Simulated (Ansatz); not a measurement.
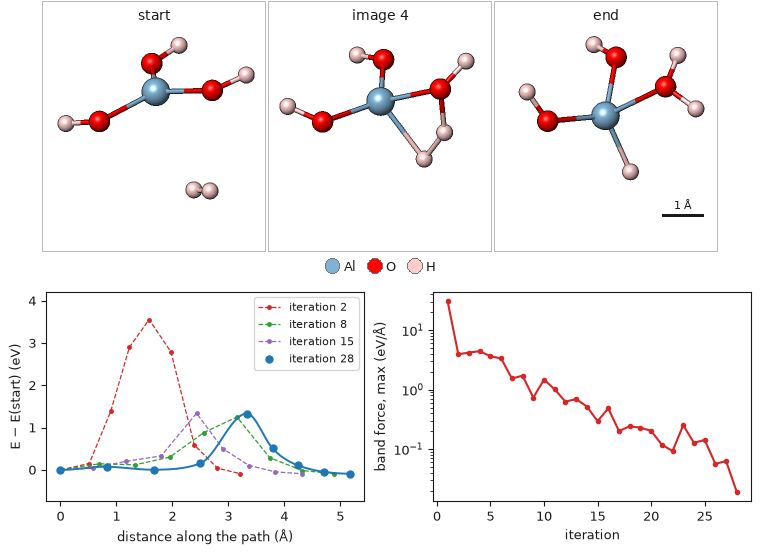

NEB run on AlH5O3, made up at the start of AlH3O3 and H2. Images are numbered from 0 (start) to 8 (end). The plot follows the band through its iterations. A ball-and-stick model, seen face on.

Theory: RHF/cc-pVDZ (Ansatz). Settings: 7 movable images; climbing image; force threshold 0.05 eV/Å; iteration limit 60; starting path by straight interpolation.

Judge this run.

Answer. The run is converged, with reservations. The band converged in 28 iterations. The largest component of the band force went from 31 to 0.019 eV/Å. The climbing image converged on the top of the path. Its curvatures weren't checked. The straight starting path can push atoms close together and costs iterations. The first iteration put the highest image at 10.46 eV. Forward barrier 1.33 eV, backward barrier 1.42 eV, with image 4 at the top; the reaction energy is −0.09 eV. The profile has 2 maxima (images 1, 4) with a dip at image 2 (0.00 eV), so the process runs in steps.

Limits of the set-up: the start holds two separate molecules, 2.9 Å apart at their closest, whose relative position is a soft coordinate and is computed without a dispersion correction; Hartree-Fock leaves out electron correlation.

Cost: 4.6 min on 1 thread of Arm Neoverse V1, with other jobs on the host, peak memory 0.15 GiB.
